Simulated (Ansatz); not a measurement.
## Molecular dynamics of C₄H₁₀AlF (part 4 of 4)

C₄H₁₀AlF; RKS BLYP/def2-SVP (Ansatz 0.2.0). The geometry comes from this level: PBE0-D4/def2-TZVP.

Geometry of the input (Å):
```
C  1.4747  -2.0334  0.0351
C  1.1839  -1.1726  -1.1948
Al -0.0094  0.3443  -0.8955
F  -0.3549  1.3009  -2.2073
C  -0.8229  0.8224  0.8144
C  -1.7302  2.0521  0.8260
H  0.5615  -2.4660  0.4533
H  2.1477  -2.8650  -0.1938
H  1.9426  -1.4535  0.8356
H  2.1190  -0.7859  -1.6199
H  0.7542  -1.7857  -1.9973
H  -0.0081  0.9425  1.5419
H  -1.3707  -0.0596  1.1741
H  -2.5734  1.9371  0.1406
H  -1.1944  2.9510  0.5118
H  -2.1424  2.2485  1.8204
```

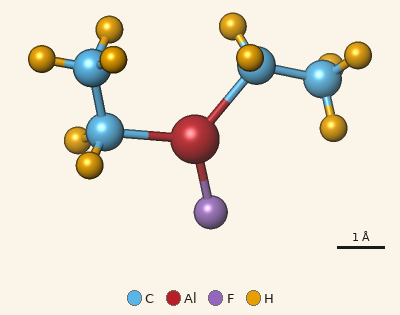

The geometry at step 45 of the log (ball-and-stick view, seen at a tilt).

Trajectory as extended XYZ, continued
```
16
Properties=species:S:1:pos:R:3:forces:R:3 step=39 time_fs=19.5 energy=-13615.89980 temperature=257.1
C     1.4377   -1.9888    0.0938   -2.5615  -0.0240   1.7790
C     1.2018   -1.1878   -1.2314   -0.2977  -0.3629  -0.0825
Al   -0.0304    0.3886   -0.9358    0.2467   0.0365  -0.2533
F    -0.2710    1.3068   -2.4001   -0.0680  -0.4694   1.2960
C    -0.8141    0.7730    0.9767    0.7009   0.3788  -2.0650
C    -1.7744    1.9946    0.9436   -1.3689  -0.4799   2.3070
H     0.3903   -2.2279    0.6459    1.7467   0.0866  -1.1491
H     1.9422   -2.9482   -0.0535    0.2076  -0.4579  -0.1115
H     1.9661   -1.4787    0.9707   -0.0785   0.0622  -1.1837
H     2.2375   -0.8843   -1.5441   -0.5697   0.0429  -0.5628
H     0.6723   -1.8303   -2.0906    1.1905   0.8725   1.4870
H     0.0926    0.7475    1.6366   -0.2107   0.8835  -0.0899
H    -1.2776   -0.1424    1.2991   -0.9233  -0.9850   0.1946
H    -2.8741    1.7602    0.6277    1.5802   0.0151   0.3660
H    -1.4386    2.7853    0.3141    0.5248   1.0220  -1.1002
H    -1.8472    2.5079    1.9742   -0.1192  -0.6210  -0.8315
16
Properties=species:S:1:pos:R:3:forces:R:3 step=40 time_fs=20.0 energy=-13615.90819 temperature=261.9
C     1.4359   -1.9862    0.0950   -2.5885  -0.0636   1.6275
C     1.2018   -1.1884   -1.2299   -0.3880  -0.3389  -0.0464
Al   -0.0304    0.3885   -0.9356    0.2518   0.0924  -0.3302
F    -0.2693    1.3075   -2.4046   -0.0619  -0.5086   1.3600
C    -0.8140    0.7723    0.9785    0.7277   0.7765  -2.3630
C    -1.7770    1.9932    0.9470   -1.2122  -0.7044   2.4206
H     0.3930   -2.2268    0.6408    1.6616   0.0968  -1.0637
H     1.9336   -2.9455   -0.0556    0.2696  -0.5426  -0.1181
H     1.9695   -1.4787    0.9619   -0.0350   0.1210  -1.0459
H     2.2354   -0.8947   -1.5395   -0.4318   0.1208  -0.6171
H     0.6755   -1.8272   -2.0881    1.1412   0.8193   1.4462
H     0.0912    0.7516    1.6268   -0.0361   0.8782   0.0600
H    -1.2657   -0.1384    1.2883   -1.1441  -1.4014   0.3575
H    -2.8719    1.7622    0.6435    1.4132  -0.0313   0.2995
H    -1.4390    2.7719    0.3159    0.5853   1.2452  -1.2875
H    -1.8353    2.5082    1.9710   -0.1528  -0.5594  -0.6992
16
Properties=species:S:1:pos:R:3:forces:R:3 step=41 time_fs=20.5 energy=-13615.95221 temperature=286.0
C     1.4335   -1.9837    0.0966   -2.5233  -0.1533   1.3838
C     1.2017   -1.1891   -1.2285   -0.4560  -0.2759   0.0449
Al   -0.0305    0.3883   -0.9354    0.2579   0.1462  -0.4036
F    -0.2677    1.3081   -2.4088   -0.0569  -0.5446   1.4189
C    -0.8138    0.7717    0.9798    0.6761   1.0492  -2.6026
C    -1.7799    1.9917    0.9508   -0.9128  -0.7947   2.3748
H     0.3997   -2.2255    0.6331    1.4912   0.0924  -0.9324
H     1.9257   -2.9440   -0.0580    0.3085  -0.5748  -0.1177
H     1.9728   -1.4783    0.9505    0.0332   0.1974  -0.8643
H     2.2323   -0.9049   -1.5364   -0.2771   0.2016  -0.6637
H     0.6814   -1.8222   -2.0820    1.0446   0.7171   1.3378
H     0.0898    0.7579    1.6172    0.1382   0.8599   0.2088
H    -1.2566   -0.1378    1.2784   -1.2794  -1.6821   0.4721
H    -2.8664    1.7642    0.6601    1.1567  -0.0929   0.2104
H    -1.4381    2.7614    0.3147    0.5804   1.3216  -1.3523
H    -1.8237    2.5072    1.9662   -0.1814  -0.4674  -0.5148
16
Properties=species:S:1:pos:R:3:forces:R:3 step=42 time_fs=21.0 energy=-13616.02594 temperature=326.1
C     1.4306   -1.9812    0.0984   -2.3499  -0.2879   1.0491
C     1.2016   -1.1898   -1.2270   -0.4885  -0.1671   0.1951
Al   -0.0305    0.3882   -0.9353    0.2646   0.1976  -0.4733
F    -0.2661    1.3086   -2.4129   -0.0528  -0.5774   1.4730
C    -0.8135    0.7712    0.9805    0.5389   1.1399  -2.7607
C    -1.7830    1.9901    0.9552   -0.4642  -0.7402   2.1587
H     0.4100   -2.2239    0.6232    1.2253   0.0703  -0.7506
H     1.9185   -2.9440   -0.0607    0.3231  -0.5508  -0.1089
H     1.9762   -1.4775    0.9371    0.1224   0.2870  -0.6473
H     2.2284   -0.9145   -1.5348   -0.1168   0.2817  -0.6990
H     0.6899   -1.8154   -2.0728    0.8979   0.5624   1.1558
H     0.0886    0.7662    1.6081    0.2957   0.8284   0.3454
H    -1.2505   -0.1413    1.2696   -1.3050  -1.7703   0.5257
H    -2.8581    1.7659    0.6771    0.8098  -0.1696   0.1006
H    -1.4357    2.7541    0.3102    0.5022   1.2427  -1.2804
H    -1.8126    2.5050    1.9601   -0.2027  -0.3465  -0.2832
16
Properties=species:S:1:pos:R:3:forces:R:3 step=43 time_fs=21.5 energy=-13616.11210 temperature=372.8
C     1.4273   -1.9787    0.1004   -2.0512  -0.4522   0.6297
C     1.2014   -1.1906   -1.2255   -0.4705  -0.0049   0.4083
Al   -0.0304    0.3881   -0.9352    0.2712   0.2461  -0.5391
F    -0.2645    1.3091   -2.4168   -0.0496  -0.6071   1.5224
C    -0.8130    0.7711    0.9807    0.3290   1.0289  -2.8263
C    -1.7862    1.9883    0.9600    0.1198  -0.5616   1.7899
H     0.4232   -2.2222    0.6115    0.8524   0.0261  -0.5134
H     1.9122   -2.9452   -0.0636    0.3151  -0.4745  -0.0914
H     1.9799   -1.4761    0.9222    0.2258   0.3828  -0.4077
H     2.2243   -0.9235   -1.5350    0.0365   0.3571  -0.7195
H     0.7004   -1.8073   -2.0609    0.6983   0.3509   0.8941
H     0.0882    0.7765    1.5998    0.4188   0.7835   0.4582
H    -1.2475   -0.1490    1.2620   -1.2157  -1.6456   0.5180
H    -2.8478    1.7672    0.6944    0.3784  -0.2598  -0.0265
H    -1.4322    2.7498    0.3027    0.3567   1.0309  -1.0833
H    -1.8020    2.5021    1.9533   -0.2150  -0.2007  -0.0132
16
Properties=species:S:1:pos:R:3:forces:R:3 step=44 time_fs=22.0 energy=-13616.18532 temperature=412.4
C     1.4235   -1.9764    0.1026   -1.6124  -0.6221   0.1396
C     1.2010   -1.1914   -1.2239   -0.3887   0.2168   0.6857
Al   -0.0304    0.3880   -0.9352    0.2769   0.2911  -0.6010
F    -0.2629    1.3095   -2.4205   -0.0469  -0.6338   1.5674
C    -0.8125    0.7711    0.9804    0.0781   0.7412  -2.8025
C    -1.7893    1.9863    0.9651    0.8010  -0.3023   1.3101
H     0.4384   -2.2204    0.5985    0.3650  -0.0439  -0.2181
H     1.9065   -2.9476   -0.0667    0.2888  -0.3556  -0.0660
H     1.9841   -1.4737    0.9062    0.3327   0.4753  -0.1624
H     2.2203   -0.9316   -1.5368    0.1694   0.4241  -0.7218
H     0.7127   -1.7984   -2.0467    0.4455   0.0804   0.5490
H     0.0888    0.7886    1.5926    0.4917   0.7251   0.5363
H    -1.2475   -0.1606    1.2557   -1.0277  -1.3314   0.4616
H    -2.8367    1.7679    0.7117   -0.1184  -0.3593  -0.1645
H    -1.4278    2.7479    0.2926    0.1625   0.7316  -0.7936
H    -1.7919    2.4986    1.9465   -0.2174  -0.0372   0.2802
16
Properties=species:S:1:pos:R:3:forces:R:3 step=45 time_fs=22.5 energy=-13616.22095 temperature=431.5
C     1.4194   -1.9741    0.1048   -1.0301  -0.7697  -0.3956
C     1.2006   -1.1921   -1.2221   -0.2365   0.4978   1.0201
Al   -0.0303    0.3880   -0.9352    0.2810   0.3320  -0.6589
F    -0.2612    1.3098   -2.4240   -0.0446  -0.6576   1.6082
C    -0.8120    0.7713    0.9794   -0.1711   0.3367  -2.7022
C    -1.7923    1.9844    0.9705    1.5181  -0.0123   0.7737
H     0.4545   -2.2187    0.5851   -0.2310  -0.1411   0.1308
H     1.9016   -2.9509   -0.0700    0.2498  -0.2083  -0.0343
H     1.9891   -1.4701    0.8899    0.4285   0.5522   0.0685
H     2.2167   -0.9388   -1.5404    0.2699   0.4789  -0.7029
H     0.7260   -1.7893   -2.0313    0.1449  -0.2450   0.1256
H     0.0905    0.8025    1.5867    0.5034   0.6529   0.5720
H    -1.2499   -0.1754    1.2505   -0.7727  -0.8855   0.3763
H    -2.8258    1.7678    0.7285   -0.6437  -0.4603  -0.3024
H    -1.4230    2.7478    0.2805   -0.0559   0.3966  -0.4542
H    -1.7823    2.4950    1.9404   -0.2101   0.1327   0.5754
16
Properties=species:S:1:pos:R:3:forces:R:3 step=46 time_fs=23.0 energy=-13616.20573 temperature=423.3
C     1.4151   -1.9721    0.1069   -0.3244  -0.8715  -0.9366
C     1.2002   -1.1927   -1.2202   -0.0200   0.8263   1.3891
Al   -0.0302    0.3879   -0.9353    0.2831   0.3679  -0.7129
F    -0.2597    1.3100   -2.4273   -0.0424  -0.6786   1.6450
C    -0.8114    0.7715    0.9780   -0.3789  -0.1118  -2.5436
C    -1.7950    1.9824    0.9761    2.1926   0.2658   0.2350
H     0.4701   -2.2174    0.5720   -0.9048  -0.2610   0.5167
H     1.8972   -2.9546   -0.0734    0.2042  -0.0480   0.0013
H     1.9951   -1.4653    0.8738    0.4965   0.6006   0.2649
H     2.2138   -0.9447   -1.5457    0.3289   0.5190  -0.6614
H     0.7397   -1.7807   -2.0156   -0.1881  -0.6099  -0.3552
H     0.0934    0.8180    1.5822    0.4502   0.5668   0.5620
H    -1.2542   -0.1923    1.2462   -0.4869  -0.3788   0.2823
H    -2.8165    1.7665    0.7447   -1.1404  -0.5512  -0.4257
H    -1.4183    2.7487    0.2674   -0.2745   0.0709  -0.1054
H    -1.7732    2.4918    1.9356   -0.1950   0.2936   0.8444
16
Properties=species:S:1:pos:R:3:forces:R:3 step=47 time_fs=23.5 energy=-13616.14531 temperature=390.7
C     1.4108   -1.9701    0.1088    0.4472  -0.9167  -1.4298
C     1.1997   -1.1932   -1.2180    0.2376   1.1734   1.7485
Al   -0.0300    0.3879   -0.9354    0.2829   0.3986  -0.7632
F    -0.2581    1.3101   -2.4304   -0.0403  -0.6969   1.6781
C    -0.8110    0.7718    0.9760   -0.5182  -0.5400  -2.3446
C    -1.7973    1.9805    0.9817    2.7390   0.5033  -0.2601
H     0.4835   -2.2167    0.5601   -1.5890  -0.3891   0.9054
H     1.8933   -2.9585   -0.0768    0.1572   0.1104   0.0384
H     2.0024   -1.4590    0.8582    0.5212   0.6089   0.4104
H     2.2116   -0.9495   -1.5525    0.3417   0.5427  -0.5971
H     0.7529   -1.7736   -2.0007   -0.5250  -0.9822  -0.8501
H     0.0975    0.8348    1.5790    0.3369   0.4670   0.5085
H    -1.2596   -0.2101    1.2426   -0.2025   0.1251   0.1950
H    -2.8099    1.7640    0.7598   -1.5382  -0.6173  -0.5178
H    -1.4143    2.7497    0.2540   -0.4747  -0.2149   0.2214
H    -1.7646    2.4893    1.9329   -0.1758   0.4277   1.0568
16
Properties=species:S:1:pos:R:3:forces:R:3 step=48 time_fs=24.0 energy=-13616.06427 temperature=347.2
C     1.4065   -1.9684    0.1105    1.1867  -0.9131  -1.8121
C     1.1993   -1.1934   -1.2154    0.4962   1.4923   2.0324
Al   -0.0299    0.3880   -0.9357    0.2807   0.4238  -0.8097
F    -0.2565    1.3102   -2.4332   -0.0381  -0.7126   1.7075
C    -0.8107    0.7719    0.9735   -0.5795  -0.9030  -2.1215
C    -1.7990    1.9786    0.9873    3.0824   0.6862  -0.6777
H     0.4931   -2.2169    0.5503   -2.1800  -0.4996   1.2462
H     1.8898   -2.9621   -0.0801    0.1133   0.2546   0.0747
H     2.0108   -1.4513    0.8437    0.4917   0.5698   0.4966
H     2.2102   -0.9529   -1.5608    0.3090   0.5495  -0.5119
H     0.7648   -1.7689   -1.9879   -0.8255  -1.3126  -1.2931
H     0.1023    0.8528    1.5770    0.1761   0.3543   0.4183
H    -1.2655   -0.2277    1.2394    0.0579   0.5810   0.1234
H    -2.8070    1.7599    0.7736   -1.7690  -0.6442  -0.5646
H    -1.4114    2.7502    0.2412   -0.6448  -0.4444   0.5068
H    -1.7564    2.4877    1.9327   -0.1573   0.5179   1.1847
16
Properties=species:S:1:pos:R:3:forces:R:3 step=49 time_fs=24.5 energy=-13615.99674 temperature=310.8
C     1.4025   -1.9669    0.1118    1.7737  -0.8852  -2.0244
C     1.1990   -1.1933   -1.2124    0.7071   1.7256   2.1650
Al   -0.0297    0.3881   -0.9360    0.2768   0.4437  -0.8529
F    -0.2549    1.3102   -2.4359   -0.0359  -0.7257   1.7331
C    -0.8105    0.7718    0.9707   -0.5686  -1.1772  -1.8883
C    -1.8001    1.9769    0.9927    3.1777   0.8116  -0.9955
H     0.4975   -2.2183    0.5436   -2.5588  -0.5601   1.4824
H     1.8866   -2.9650   -0.0832    0.0759   0.3754   0.1082
H     2.0205   -1.4421    0.8303    0.4052   0.4825   0.5246
H     2.2096   -0.9550   -1.5703    0.2365   0.5402  -0.4092
H     0.7748   -1.7673   -1.9781   -1.0452  -1.5428  -1.6068
H     0.1076    0.8715    1.5761   -0.0142   0.2308   0.3018
H    -1.2713   -0.2438    1.2366    0.2817   0.9632   0.0711
H    -2.8083    1.7543    0.7861   -1.7888  -0.6217  -0.5591
H    -1.4101    2.7496    0.2296   -0.7785  -0.6123   0.7407
H    -1.7486    2.4875    1.9353   -0.1444   0.5520   1.2092
16
Properties=species:S:1:pos:R:3:forces:R:3 step=50 time_fs=25.0 energy=-13615.97064 temperature=296.7
C     1.3988   -1.9655    0.1126    2.1062  -0.8626  -2.0306
C     1.1988   -1.1929   -1.2090    0.8279   1.8229   2.0849
Al   -0.0295    0.3882   -0.9363    0.2714   0.4588  -0.8927
F    -0.2533    1.3100   -2.4383   -0.0335  -0.7363   1.7549
C    -0.8104    0.7715    0.9674   -0.5009  -1.3554  -1.6564
C    -1.8005    1.9754    0.9979    3.0238   0.8833  -1.2020
H     0.4957   -2.2210    0.5404   -2.6329  -0.5427   1.5707
H     1.8836   -2.9671   -0.0860    0.0470   0.4666   0.1376
H     2.0311   -1.4319    0.8182    0.2677   0.3533   0.5040
H     2.2096   -0.9558   -1.5808    0.1334   0.5165  -0.2934
H     0.7823   -1.7694   -1.9722   -1.1496  -1.6221  -1.7266
H     0.1128    0.8909    1.5758   -0.2146   0.0990   0.1709
H    -1.2764   -0.2576    1.2339    0.4633   1.2614   0.0380
H    -2.8139    1.7472    0.7973   -1.5941  -0.5483  -0.5042
H    -1.4107    2.7476    0.2197   -0.8742  -0.7195   0.9192
H    -1.7411    2.4885    1.9408   -0.1409   0.5252   1.1257
```

Key numbers

| quantity | value |
| --- | --- |
| outcome | finished |
| mean temperature over the second half | 378 K |
| trajectory | 50 steps, 25 fs |
| ensemble | nve |
| temperature in the input | 700 K |
| time step | 0.5 fs |
| potential energy (last step) | −13615.9710 eV |
| SCF solution under orbital rotations (last step) | stable |
| largest force (length of the vector) (last step) | 3.372 eV/Å |
| dipole moment (last step) | 1.95 D |
| wall time | 96 s (CPU time 6.1 min) |
| peak memory | 0.65 GiB |

Remarks

So short a trajectory is not equilibrated.
